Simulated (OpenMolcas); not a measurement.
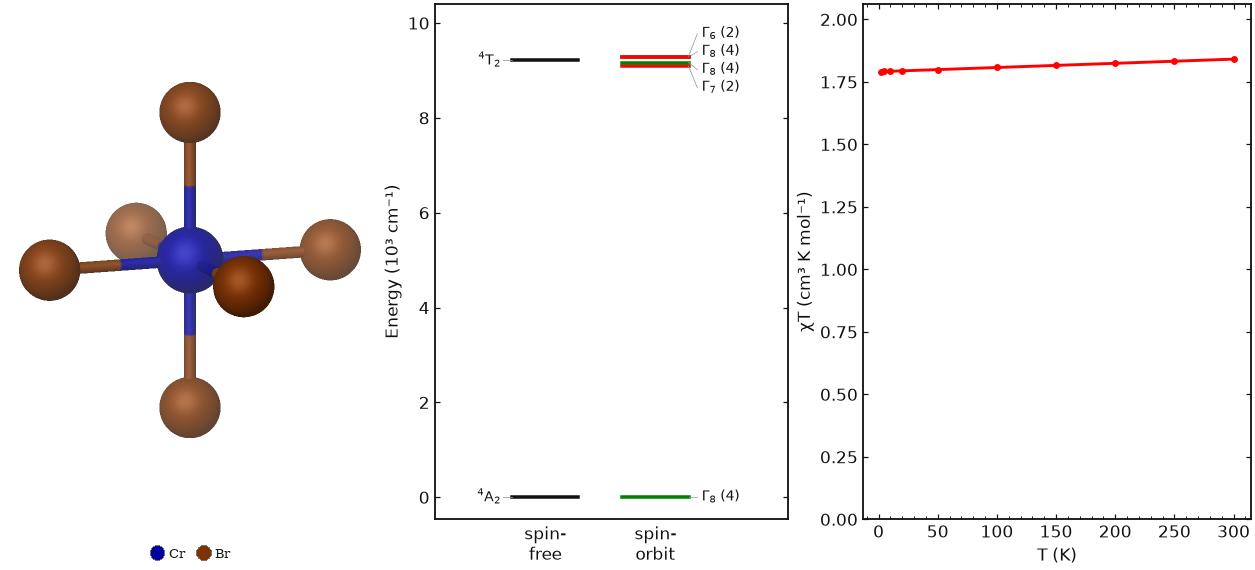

Cr³⁺ (3d³) as a dopant in Cs₂NaYBr₆, a cluster with its 6 nearest Br⁻ at 2.609 Å (octahedron) embedded in model potentials and point charges; the geometry was set, not optimised, and its levels and susceptibility. Labels give the representation in O, Td, D4 or D3 as the site allows (double group for half-integer spin) where it could be assigned and, in brackets, the degeneracy; spin-free states, where drawn, share the zero of the spin-orbit levels. Level of the calculation: state-averaged CASSCF, active space 3 electrons in the shell 3d, basis ANO-RCC-VDZP on all atoms, DKH2 scalar Hamiltonian, spin-orbit coupling by RASSI with atomic mean-field integrals (OpenMolcas). Powder susceptibility by Van Vleck's formula.

> Give the ground level, the first gap and the ligand-field bands.

The ground level is Γ₈, 4-fold degenerate, 100 % from states of spin multiplicity 4. The next level lies at 9,090 cm⁻¹ (Γ₇). The lowest spin-free state is ⁴A₂; of the same spin there follows at 9,210 cm⁻¹ (⁴T₂) above it. χT is 1.79 cm³ K mol⁻¹ at 2 K and 1.84 at 300 K, an effective moment of 3.84 μB. The active orbitals hold 86 to 97 % metal character (Löwdin), and the Mulliken charge of the metal is +0.84.

Note: covalent bonds, ligand orbitals missing from the active space; the geometry is set by hand, with no relaxation and no charge compensation.
